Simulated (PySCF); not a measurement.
```yaml
atoms:
  - { symbol: Ce, position_ang: [-0.1786, 0.0000, -0.2764] }
  - { symbol: S, position_ang: [1.8334, 0.0000, 0.7227] }
  - { symbol: F, position_ang: [-1.9112, 0.0000, 0.6156] }
```

Theory: RKS PBE0, Ce def2-SVP with ECP28, S def2-SVP, F def2-SVP; non-relativistic Hamiltonian with scalar-relativistic core potentials where named; density fitting (PySCF).

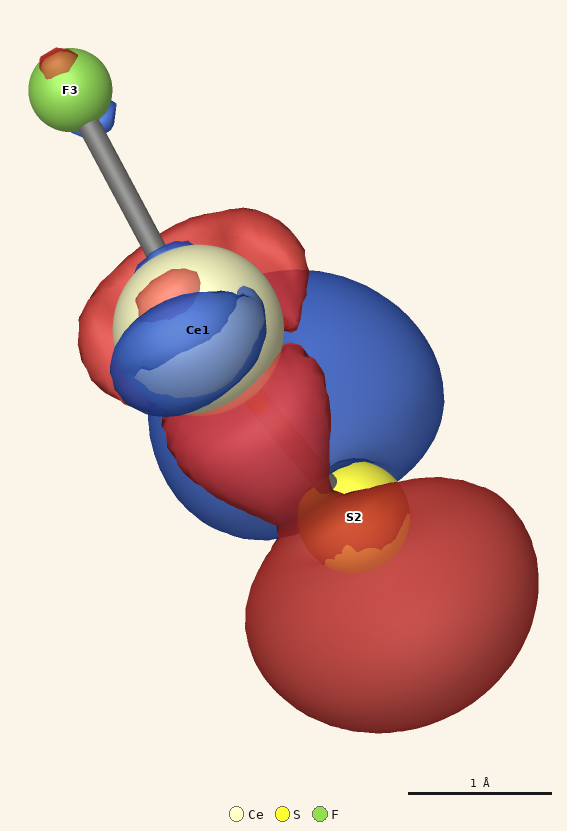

CeFS (charge +1). The HOMO−1 at ±0.15 Å⁻³ᐟ² (red and blue are the two phases), seen at an oblique angle.

Q: Describe this orbital and give its energy.

A: Its weight (Hirshfeld) is mainly on S2 (about 70 %) and Ce1 (about 30 %); it is symmetric in the molecular plane (an in-plane orbital: σ, lone-pair or in-plane π type). Its energy is −12.92 eV.
